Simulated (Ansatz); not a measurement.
System: C$_{2}$H$_{10}$Si$_{2}$ (SMILES C[SiH](C)[SiH3]).

```xyz
14

C    -0.7238    1.1473   -1.2769
Si   -0.3963    0.2304    0.3279
C     1.1436    0.8925    1.1728
Si   -0.1661   -2.0648   -0.0871
H    -1.6321    0.7831   -1.7619
H    -0.8455    2.2176   -1.0906
H     0.1069    1.0181   -1.9752
H    -1.5661    0.4128    1.2389
H     1.0388    1.9605    1.3815
H     1.3265    0.3794    2.1195
H     2.0239    0.7567    0.5396
H     0.0841   -2.8208    1.1722
H     0.9827   -2.3169   -1.0042
H    -1.3893   -2.6249   -0.7274
```

Geometry: PBE0-D4/def2-TZVP.

These are results of Ansatz 0.2.0, RKS PBE0-D4/def2-TZVPP, not measurements.

What can the converged electron density and electron localisation function tell about the bonding?

Answer. C–Si (1.88 Å): ρ is about 0.95 e/Å³ halfway; the ELF peaks at about 0.95 between the atoms: a shared electron pair.
C–H (1.09 Å): ρ is about 1.9 e/Å³ halfway; the ELF climbs to about 1 towards the hydrogen, as it does in any bond to H: a covalent bond by its length.

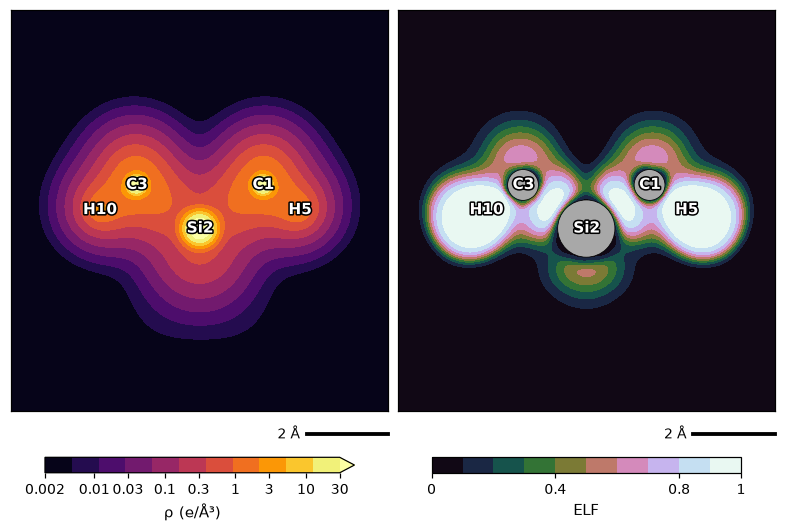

Computed electron density and electron localisation function on the plane of atoms C1, Si2 and C3, in this order. Grey discs cover the atomic cores in the ELF map. 
